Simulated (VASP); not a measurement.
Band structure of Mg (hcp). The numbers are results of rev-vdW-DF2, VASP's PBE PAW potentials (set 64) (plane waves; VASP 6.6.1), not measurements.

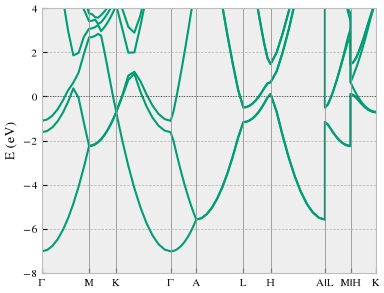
Fig. 1. Bands along high-symmetry lines, zero at the valence-band maximum or, without a gap, the Fermi level

Task: Read the plot: is there a gap, and where are the band edges?

Result: It has no gap at this level: it comes out as a metal or semimetal. (Edges off the drawn lines would not show.)

The compound is Mg in the hcp structure. It was relaxed first.
